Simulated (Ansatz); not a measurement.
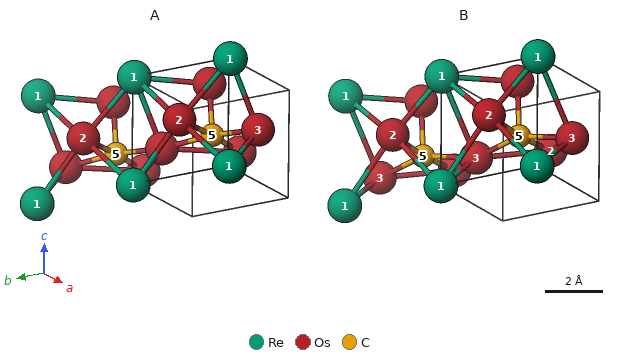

Two geometries of solid ReOs3C (built on the cubic perovskite type) (coarse preliminary run), drawn at one scale. One is the start of a relaxation, the other its converged end. A ball-and-stick model of the cell of the calculation, repeated 1 × 2 × 1 with one cell outlined, seen from a free direction.

Level of theory: DFT PBE, scalar-relativistic, plane waves, PAW in Ansatz 0.2.0. Settings: plane-wave cutoff 420 eV; k-point mesh 6 × 6 × 6; occupations gaussian; smearing width 0.1 eV; no spin polarisation; cell and atoms relaxed; force threshold 0.015 eV/Å; at most 120 steps.

> Which geometry has the lower energy?

Structure B is the relaxed one. The atom that moves furthest relative to the cell is an Os atom (0.35 Å along [2 0 −1]). By element the largest moves are Os 0.35 Å, C 0.14 Å, Re 0.07 Å. The volume changes by +6.7 %, with a 3.927 → 4.109 Å (+4.6 %), b 3.955 → 3.988 Å (+0.8 %), c 4.065 → 4.109 Å (+1.1 %), α 89.3° → 89.9°, β 89.0° → 90.5°, γ 91.5° → 90.1°. Among the contacts that change: Os–Re 2.783 → 3.279 Å, Os–Os 2.708 → 3.104 Å, Os–Os 2.833 → 3.121 Å, Os–Re 2.826 → 2.558 Å. Among the angles between lasting bonds that change: Os–C–Os 83.8° → 99.7°, Os–C–Os 168.4° → 153.1°, Os–C–Os 93.3° → 81.3°. Within 0.06 Å the space group is P1 at the start and Amm2 at the end; at a tighter tolerance small leftover displacements or strains of the cell lower it. After 15 accepted moves (18 points after the start) the energy has fallen by 127 meV per atom. Largest force component: 2.5 eV/Å at the start, 0.0074 eV/Å at the end. The pressure goes from 21.15 to 0.03 GPa. The line search rejected the trial step at point 8 of the run. At 2 points the geometry stayed and the basis and grid were re-selected for the new cell (energy shift of 1.1 meV per atom at most each time).
